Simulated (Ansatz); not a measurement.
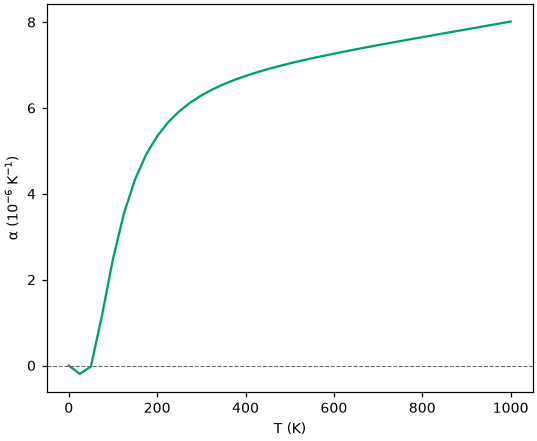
*Linear thermal expansion of GaAs (zinc blende, F-43m) from quasi-harmonic approximation, LDA density-functional theory in Ansatz (plane waves, PAW)*

Dynamical quadrupoles are not included in the interpolation of the phonons between the solved wave vectors.

Q: Read off α at 200 K, and say whether it is negative anywhere.

A: About 5.3 × 10⁻⁶ K⁻¹. It is negative at low temperature and turns positive near 51 K; the lowest value on the 25 K grid is -0.20 × 10⁻⁶ K⁻¹.

The PAW data sets were generated under PBE and serve the other functionals too.

Ansatz is a quantum-chemistry and plane-wave program.
